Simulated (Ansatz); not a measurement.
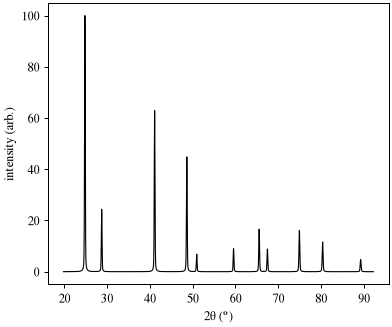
Figure. Simulated powder pattern, Cu Kα, λ = 1.54184 Å

The pattern belongs to a structure relaxed with HSE06 (plane waves, PAW; program Ansatz).

Question: Pick the material that matches.
(A) LiCl, rock salt
(B) GaN, P6_3mc (Ga on 2a, Ga on 2b, N on 2a, N on 2b)
(C) BaF2, fluorite
(D) AgI, zinc blende

Answer: C, BaF2, fluorite

Space group Fm-3m (fluorite). The cell was relaxed with HSE06 under the symmetry of its start. Spin–orbit coupling is left out wherever it is not named.

Potentials: the later of the program's two PAW sets.
